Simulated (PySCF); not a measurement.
# C5H7NO: the cost of one run

Computed with PySCF 2.14.0 and routines of our own; the level stands in each step. Atoms count from 0.

## Step 1: The system as given

14 atoms, charge 0, multiplicity 1; geometry from: GFN2-xTB.

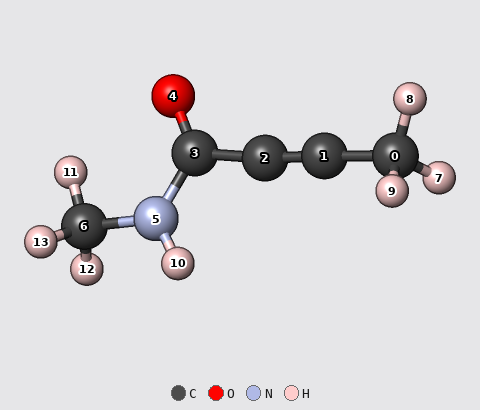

The starting geometry (carbon dark grey, oxygen red, nitrogen light blue, hydrogen pink).

## Step 2: Geometry optimisation at B3LYP/def2-SVP

Job settings and geometry (Å):

```
{"job": {"xc": "B3LYP", "basis": "def2-SVP", "grid": 1, "kind": "geom"}, "charge": 0, "multiplicity": 1}
C      3.251942    -0.169896     1.038596
C      1.903981     0.077225     0.587524
C      0.768407     0.252280     0.232408
C     -0.547514     0.571204    -0.271198
O     -0.759588     1.471657    -1.056384
N     -1.512078    -0.242577     0.229944
C     -2.899062    -0.106337    -0.133409
H      3.700395    -0.962104     0.439592
H      3.848201     0.735429     0.931328
H      3.249076    -0.474947     2.084796
H     -1.254693    -0.970279     0.877355
H     -2.969637     0.726935    -0.831444
H     -3.267199    -1.014426    -0.616169
H     -3.512908     0.105364     0.744921
```

Launch:

```bash
> OMP_NUM_THREADS=1 python excited_run.py task.json out
```

One launch serves the whole session: the jobs run in the order shown.

Q: Estimate the wall time and peak memory of this first job on 1 thread of Arm Neoverse N1, shared host.

About 60 s, with a peak of 0.53 GiB.
